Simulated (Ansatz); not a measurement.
**Fields on a plane of ZnCu2SnS4 (kesterite type, space group I-4)**

```
ZnCu2SnS4
1.0
   -2.73416     2.73416     5.46742
    2.73416    -2.73416     5.46742
    2.73416     2.73416    -5.46742
Cu Zn Sn S
2 1 1 4
Direct
  0.00000   0.00000   0.00000
  0.75000   0.25000   0.50000
  0.25000   0.75000   0.50000
  0.50000   0.50000   0.00000
  0.63688   0.62894   0.52462
  0.10432   0.11226   0.47538
  0.37106   0.89568   0.00794
  0.88774   0.36312   0.99206
```

The slice is a (001) plane (indices of the conventional cell) through the point (0.750, 0.250, 0.500) (fractional), spanned by u = [101] and v = [011] in vectors of this cell: u (5.47 Å) and v (5.47 Å, at 90° to u). It covers one period; positions are fractions (u, v).

Atoms on it: Cu at (0.00, 0.00); Zn at (0.50, 0.50).

Calculation: PBE (plane waves to 420 eV, PAW, scalar-relativistic; Ansatz, an electronic-structure program). k mesh 9×9×9. Inside the PAW spheres the values are not all-electron values, and peaks at nuclei hang on which shells count as valence. At this level the bands of ZnCu2SnS4 touch or barely overlap; measurements give the solid a gap. ZnCu2SnS4 is run without spin polarisation. ZnCu2SnS4 was relaxed with its symmetry unable to fall.

```
|@@%%##++--::::....              ....::::--++##%%|
|####**==--::::......          ....::::::--==**##|
|++++==----::::::......      ....::::::::----==++|
|==--------::::::::..............::::::::--------|
|--::::::::::::::::::........::::::::::::::::::::|
|::::::::::::::::::::::::::::::::::::::::::::::::|
|....::::::::::::::::::::::::::::::::::::::::....|
|......::::::::::::--------------::::::::::......|
|    ......::::::----====++====----::::::......  |
|      ....::::::--==++**##**++==--::::......    |
|        ....::::--==**%%%%%%**==--::::....      |
|        ....::::--++##%%@@%%##++--::::....      |
|        ....::::--==**%%%%%%**==--::::....      |
|      ......::::--==++**##**++==--::::::....    |
|    ......::::::----====++====----::::::......  |
|........::::::::::--------------::::::::::::....|
|......::::::::::::::::::::::::::::::::::::::::..|
|::::::::::::::::::::::::::::::::::::::::::::::::|
|--::::::::::::::::::::........::::::::::::::::::|
|==--------::::::::..............::::::::--------|
|++++==----::::::::....      ......::::::----==++|
|####**==--::::::....          ......::::--==**##|
|@@%%##++--::::....              ....::::--++##%%|
|@@@@##++==--::....              ....::--==++##@@|
```
Scale: ten equal steps from -1.76 (start of ' ') to 1.85 (end of '@'), in the order ' .:-=+*#%@'. Values: log₁₀ of the valence density in e/Å³. The map has 24 points along u (two characters each, u = 0 at the left) and 24 along v (v = 0 in the bottom row). The scale is logarithmic, as a density can span decades between atoms and voids.

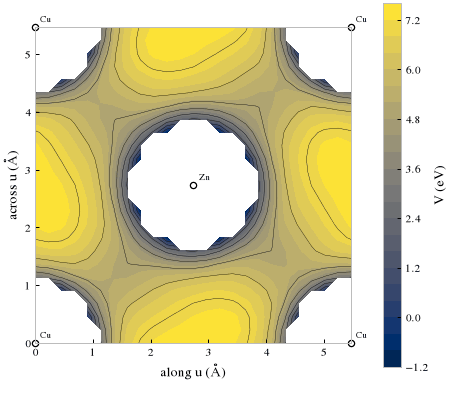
Figure. Electrostatic potential energy of an electron, from the cell's mean, in eV, one period of the plane, atoms marked. Points within 1 Å of a nucleus are left white, as the pseudised field means little there. Values under -1 eV are set to -1. The zero, the cell's mean, hangs on the PAW cores.
